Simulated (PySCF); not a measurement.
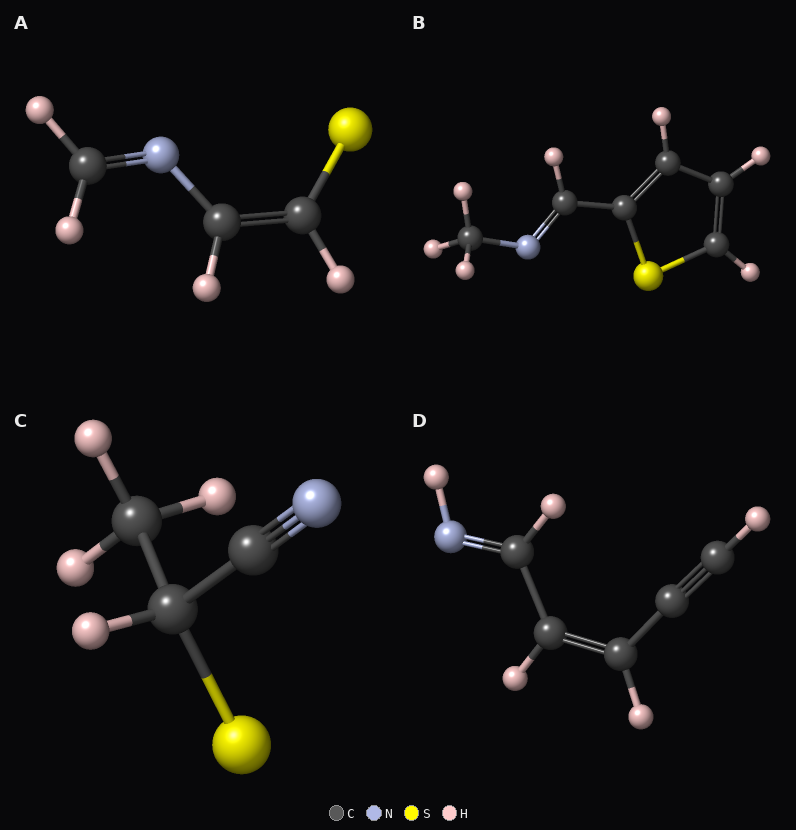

(Drawn from a calculation with PySCF.)

**Match each picture to its SMILES.**
(1) [H]/N=C/C=C\C#C
(2) C[C@@H]([S-])C#N
(3) C/N=C/c1cccs1
(4) C=N/C=C\[S-]

A is (4), B is (3), C is (2), D is (1).
